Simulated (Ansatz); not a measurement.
Cell of rock-salt TaC (1 1 0) on silicon (1 1 0) (film strained to the substrate, started from cuts of the bulks and a machine-learned relaxation; slabs Si32 and C18Ta18, which can lie off the formulas), relaxed at this level with a, b, gamma of the cell held:…

```yaml
crystal:
  lattice:
    - [7.73544, -0.00005, -0.08226]
    - [0.00002, 5.47000, 0.00169]
    - [1.98893, 2.28675, 25.47490]
  atoms:
    - { symbol: Si, position: [0.57312, 0.46836, 0.11983] }
    - { symbol: Si, position: [0.07504, 0.48766, 0.10841] }
    - { symbol: Si, position: [0.82305, 0.22840, 0.11715] }
    - { symbol: Si, position: [0.32666, 0.22632, 0.10944] }
    - { symbol: Si, position: [0.80086, 0.03307, 0.04053] }
    - { symbol: Si, position: [0.40776, 0.00058, 0.03393] }
    - { symbol: Si, position: [0.09984, 0.81658, 0.03883] }
    - { symbol: Si, position: [0.61543, 0.68365, 0.03810] }
    - { symbol: Si, position: [0.04283, 0.41168, 0.26578] }
    - { symbol: Si, position: [0.54177, 0.41234, 0.26546] }
    - { symbol: Si, position: [0.29144, 0.16284, 0.26502] }
    - { symbol: Si, position: [0.79336, 0.16211, 0.26475] }
    - { symbol: Si, position: [0.30459, 0.94788, 0.18769] }
    - { symbol: Si, position: [0.81449, 0.93914, 0.19026] }
    - { symbol: Si, position: [0.55629, 0.70382, 0.19144] }
    - { symbol: Si, position: [0.06172, 0.68541, 0.18845] }
    - { symbol: Si, position: [0.50334, 0.35128, 0.41696] }
    - { symbol: Si, position: [0.01423, 0.34521, 0.41803] }
    - { symbol: Si, position: [0.75903, 0.11253, 0.41326] }
    - { symbol: Si, position: [0.25936, 0.08893, 0.41976] }
    - { symbol: Si, position: [0.77525, 0.88137, 0.34000] }
    - { symbol: Si, position: [0.27629, 0.87991, 0.34164] }
    - { symbol: Si, position: [0.02653, 0.63127, 0.34191] }
    - { symbol: Si, position: [0.52456, 0.62943, 0.34109] }
    - { symbol: Si, position: [0.95760, 0.30206, 0.57364] }
    - { symbol: Si, position: [0.50927, 0.27455, 0.56226] }
    - { symbol: Si, position: [0.22439, 0.08843, 0.57486] }
    - { symbol: Si, position: [0.74399, 0.00595, 0.55508] }
    - { symbol: Si, position: [0.23887, 0.82197, 0.50056] }
    - { symbol: Si, position: [0.74818, 0.80381, 0.48189] }
    - { symbol: Si, position: [0.49099, 0.57391, 0.49196] }
    - { symbol: Si, position: [0.99255, 0.56513, 0.49419] }
    - { symbol: C, position: [0.21468, 0.03510, 0.64894] }
    - { symbol: C, position: [0.54729, 0.70302, 0.65115] }
    - { symbol: C, position: [0.89305, 0.37812, 0.64371] }
    - { symbol: C, position: [0.19964, 0.51980, 0.71084] }
    - { symbol: C, position: [0.53533, 0.18412, 0.71031] }
    - { symbol: C, position: [0.87147, 0.84851, 0.70967] }
    - { symbol: C, position: [0.85461, 0.32277, 0.77325] }
    - { symbol: C, position: [0.18943, 0.98926, 0.77340] }
    - { symbol: C, position: [0.52363, 0.65539, 0.77338] }
    - { symbol: C, position: [0.84072, 0.79807, 0.83455] }
    - { symbol: C, position: [0.17450, 0.46560, 0.83467] }
    - { symbol: C, position: [0.50850, 0.13060, 0.83464] }
    - { symbol: C, position: [0.49457, 0.60206, 0.89831] }
    - { symbol: C, position: [0.82766, 0.27112, 0.89803] }
    - { symbol: C, position: [0.16395, 0.93542, 0.89685] }
    - { symbol: C, position: [0.47406, 0.08937, 0.96174] }
    - { symbol: C, position: [0.80913, 0.74586, 0.95736] }
    - { symbol: C, position: [0.14824, 0.40941, 0.95924] }
    - { symbol: Ta, position: [0.03717, 0.18009, 0.71106] }
    - { symbol: Ta, position: [0.37543, 0.84475, 0.70849] }
    - { symbol: Ta, position: [0.70436, 0.51909, 0.70807] }
    - { symbol: Ta, position: [0.04923, 0.70435, 0.65502] }
    - { symbol: Ta, position: [0.38614, 0.37423, 0.65456] }
    - { symbol: Ta, position: [0.71677, 0.04475, 0.65226] }
    - { symbol: Ta, position: [0.67567, 0.46218, 0.83595] }
    - { symbol: Ta, position: [0.00771, 0.12932, 0.83632] }
    - { symbol: Ta, position: [0.34273, 0.79735, 0.83568] }
    - { symbol: Ta, position: [0.68971, 0.98844, 0.77146] }
    - { symbol: Ta, position: [0.02129, 0.65805, 0.77270] }
    - { symbol: Ta, position: [0.35309, 0.32583, 0.77229] }
    - { symbol: Ta, position: [0.30848, 0.74517, 0.95526] }
    - { symbol: Ta, position: [0.65101, 0.41432, 0.95614] }
    - { symbol: Ta, position: [0.98869, 0.08751, 0.95387] }
    - { symbol: Ta, position: [0.32673, 0.27526, 0.89921] }
    - { symbol: Ta, position: [0.66308, 0.93675, 0.89941] }
    - { symbol: Ta, position: [0.98980, 0.60376, 0.89922] }
```

Calculation: PBE (plane waves to 420 eV, PAW; Ansatz, a first-principles code). No spin–orbit coupling; the runs are not spin-polarised. Its k-point mesh 4×5×1, Fermi–Dirac width 0.05 eV.

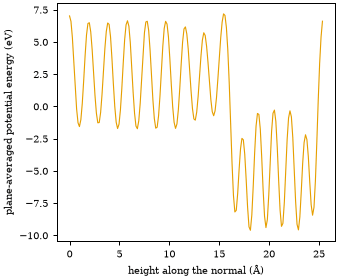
Figure. Smooth (PAW) electrostatic potential energy of an electron, averaged over planes, about its mean

The curve spans 16.8 eV over the stretch drawn.
